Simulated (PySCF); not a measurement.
```tsv
atom	x (Å)	y (Å)	z (Å)
C	-0.8412	-0.2037	1.5394
C	-0.6109	-0.7142	0.1204
C	-1.4091	0.0925	-0.8963
F	-1.0415	1.4193	-0.8423
C	0.8725	-0.6800	-0.2528
F	1.0221	-1.3811	-1.4331
F	1.5648	-1.4370	0.6617
Si	1.7811	1.0251	-0.4713
H	-0.1961	-0.7289	2.2387
H	-0.6308	0.8608	1.5995
H	-1.8759	-0.3706	1.8297
H	-0.9437	-1.7572	0.0481
H	-1.2149	-0.2461	-1.9180
H	-2.4808	0.0525	-0.6810
H	1.4613	1.4859	-1.8149
H	3.1917	0.6735	-0.3286
H	1.3444	1.9212	0.5909
```

Geometry: GFN2-xTB.

Computed with PBE0/pcSseg-1, SCF density, gas phase, non-relativistic in PySCF 2.14.0.

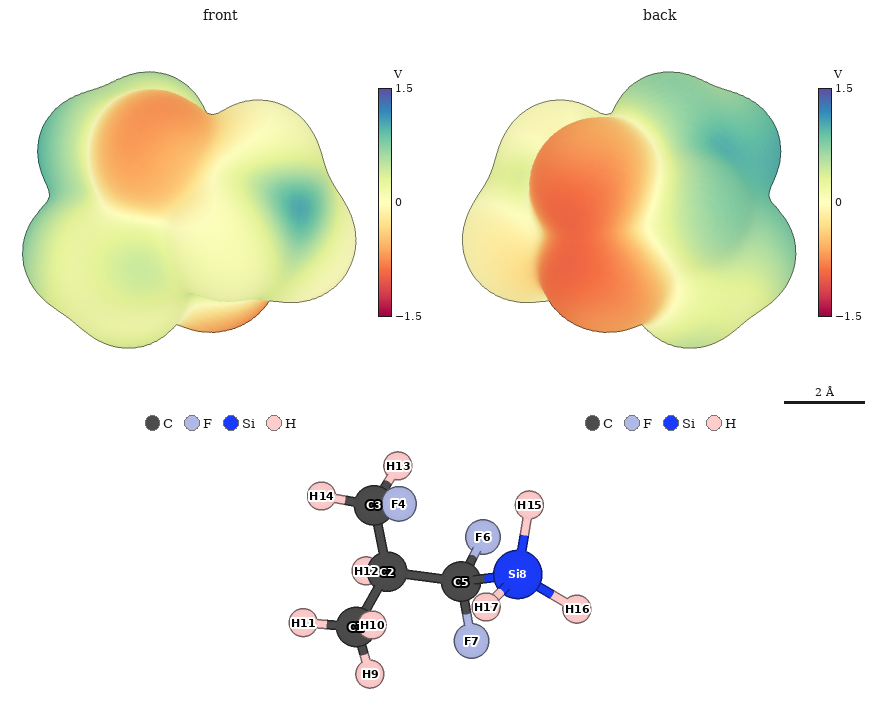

C₄H₉F₃Si. The molecular electrostatic potential painted on the density surface at 0.001 e/bohr³, seen from the front and from behind; red is negative and blue positive. The bare structure is drawn below in the same view.

Q: Describe the electrostatic potential map.

A: The most negative region (about −0.9 V) lies over F6 and F7, the most positive (about +1.0 V) over C3, Si8 and H14.

Q: What dipole moment does the calculation give?

A: Its dipole moment is 1.95 D.
